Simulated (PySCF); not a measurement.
# C₃H₆GeO₃: electronic excitations

Aim: predict the electronic excitations of C₃H₆GeO₃ (`[CH3][GeH2][C](=O)OC=O`).

The runs use PySCF 2.14.0, with density-fitted response routines of our own; the level of theory stands in each step. All values are computed, except where a source is named. Atoms are numbered from 0 throughout.

### 1 The molecule as given

13 atoms, charge 0, multiplicity 1; geometry from: GFN2-xTB.

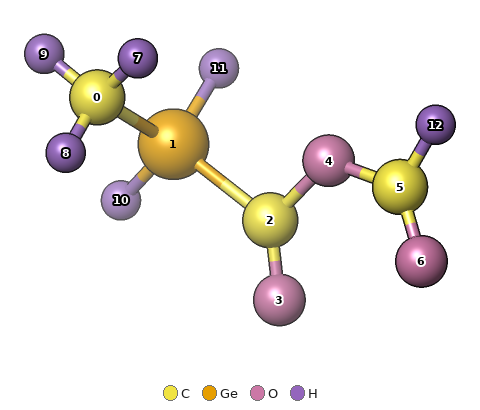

The starting geometry (carbon yellow, germanium amber, oxygen pink, hydrogen purple), atoms numbered.

### 2 Ultraviolet spectrum: B3LYP/def2-SVPD

What the job is given:

```
{"job": {"kind": "uv", "xc": "B3LYP", "basis": "def2-SVPD", "nstates": 8, "ntriplets": 3}, "charge": 0, "multiplicity": 1}
C     -2.042283     0.625912     0.392374
Ge    -1.067351    -0.751919    -0.620789
C      0.777819    -0.878212     0.102721
O      1.277886    -1.729889     0.759569
O      1.421269     0.283463    -0.302149
C      2.673955     0.624498     0.080064
O      3.379838     0.060899     0.844534
H     -1.531864     1.583316     0.314742
H     -2.103466     0.352000     1.443310
H     -3.052179     0.742718     0.008586
H     -1.714904    -2.101256    -0.520559
H     -0.952294    -0.370899    -2.069072
H      2.929185     1.559857    -0.451057
```

Method: TDDFT B3LYP/def2-SVPD, vertical, gas phase, core orbitals frozen in the response.

On the command line:

```sh
$ OMP_NUM_THREADS=1 python probes_run.py task.json out
```

The driver reads the jobs from task.json and runs them one after another.

Predict these results of the whole session: lowest singlet (B3LYP/def2-SVPD); brightest single state of those computed; lowest triplet.

**Answer**, as computed:

| quantity | value |
| --- | --- |
| lowest singlet (B3LYP/def2-SVPD) | 4.14 eV (299 nm), f = 0.005 |
| brightest single state of those computed | state 8, 7.18 eV, f = 0.246 |
| lowest triplet | 3.63 eV |

**Reading.** The lowest singlet, at 4.14 eV, is HOMO→LUMO 0.98 and is weak; of the 8 states computed, the strongest absorption comes from state 8 at 7.18 eV (the last computed, so partners may be missing). The lowest triplet lies 0.52 eV below the lowest singlet (triplets in Tamm-Dancoff, singlets in full TDDFT).
